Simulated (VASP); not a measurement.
Band structure of KI (rock salt). Calculation: AM05 GGA, VASP's PBE PAW potentials (set 64) (plane waves; VASP).

Unless said otherwise, spin-orbit coupling is left out, though it shifts the bands of the heavy elements here.

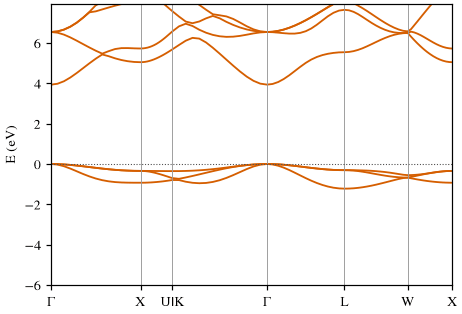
Fig. 1. Bands along high-symmetry lines, zero at the valence-band maximum or, without a gap, the Fermi level

Task: Read the plot: is there a gap, and where are the band edges?

Result: The gap is direct, 3.94 eV, from the valence maximum at Γ to the conduction minimum at Γ. (Edges off the drawn lines would not show.)

Measured: gap 6.10 eV (computed value off by -2.16 eV), as given by Aguado et al., (1998), arXiv:cond-mat/9809176.

The compound is KI in the rock salt structure. It was relaxed first.
